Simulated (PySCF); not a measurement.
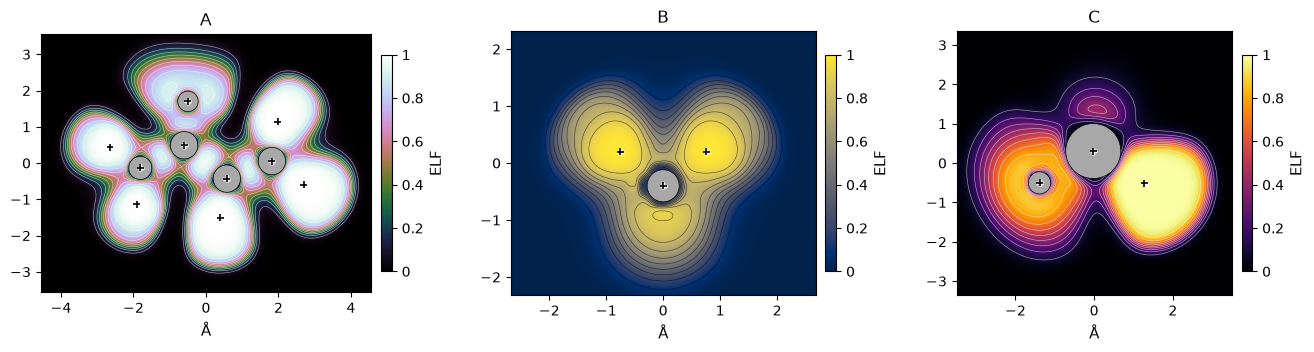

The electron localisation function of 3 systems, each on a plane through atoms (crosses mark nuclei in the plane; grey discs cover the cores).

Level of theory: PySCF, DFT single point, gas phase, functional M06-2X.

System 1: C3H5NO (acrylamide), the molecular plane. Geometry: PBE0-D3(BJ)/ma-def2-SVP.

```yaml
atoms:
  - { symbol: C, position_ang: [-1.7677, -0.1989, 0.3736] }
  - { symbol: C, position_ang: [-0.5676, -0.4039, -0.1722] }
  - { symbol: C, position_ang: [0.5998, 0.4467, 0.2084] }
  - { symbol: N, position_ang: [1.7580, 0.1468, -0.4431] }
  - { symbol: O, position_ang: [0.5307, 1.3394, 1.0324] }
  - { symbol: H, position_ang: [-1.8984, 0.6018, 1.1080] }
  - { symbol: H, position_ang: [-2.6317, -0.8118, 0.1067] }
  - { symbol: H, position_ang: [-0.4147, -1.1991, -0.9100] }
  - { symbol: H, position_ang: [1.8228, -0.5971, -1.1220] }
  - { symbol: H, position_ang: [2.5850, 0.6869, -0.2250] }
```

System 2: H2O (water), the molecular plane. Geometry: PBE0-D3(BJ)/def2-SVP.

```yaml
atoms:
  - { symbol: O, position_ang: [0.0103, 0.3972, -0.0050] }
  - { symbol: H, position_ang: [-0.7439, -0.1968, 0.0686] }
  - { symbol: H, position_ang: [0.7565, -0.2055, -0.0887] }
```

System 3: H3OSi (SMILES [O-][SiH3]) (charge −1), the plane of atoms O1, Si2 and H5. Geometry: PBE0-D3(BJ)/ma-def2-SVP.

```yaml
atoms:
  - { symbol: O, position_ang: [1.2051, -0.4929, -0.3676] }
  - { symbol: Si, position_ang: [-0.2756, -0.0159, -0.0518] }
  - { symbol: H, position_ang: [-0.7503, -0.1241, 1.4079] }
  - { symbol: H, position_ang: [-1.4171, -0.7427, -0.7836] }
  - { symbol: H, position_ang: [-0.6195, 1.4517, -0.3608] }
```

### Which map belongs to which system?

Panel A is system 1, C3H5NO: the plane holds C, N, O and H. C–O (1.22 Å): the ELF peaks at about 0.85 between the atoms: a multiple bond. Panel B is system 2, H2O: the plane holds O and H. O–H (0.96 Å): the ELF climbs to about 1 towards the hydrogen, as it does in any bond to H: a covalent bond by its length. Panel C is system 3, H3OSi: the plane holds O, Si and H. Si–O (1.59 Å): the ELF peaks at about 0.85 between the atoms: a polar covalent bond.
